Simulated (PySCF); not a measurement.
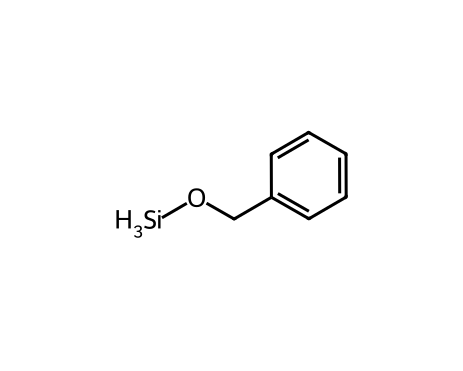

Source: calculation with PySCF.

A structural formula.

Give its SMILES.

Answer. [SiH3]OCc1ccccc1

Give the formula, hydrogens included.

Answer. C7H10OSi.

An optimisation with PBE0-D3(BJ)/def2-SVP gave a structure of which point group?

Answer. C1. Other conformers may differ.
